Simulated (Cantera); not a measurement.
Feed: 1 mol Al, 0.62 mol Cl₂, 1.1 mol N₂, held at 800 °C.

Equilibrium computed with Cantera from the NASA thermochemical tables; the gas is ideal and each condensed phase is pure. Candidate condensed phases: Al, AlCl₃, AlN; 11 gas species. The tables' values for AlCl₂ are old estimates; treat these amounts as uncertain. Rates play no part.

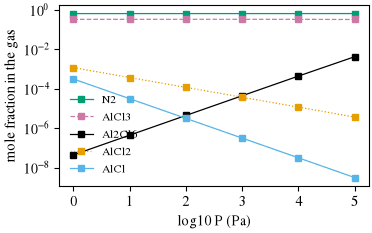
Figure. Equilibrium gas composition (values under 1e-9 drawn at 1e-9)

From 1.00 Pa to 1.00 bar the condensed part is AlN(s). The main Al-bearing gas is AlCl₃ throughout.
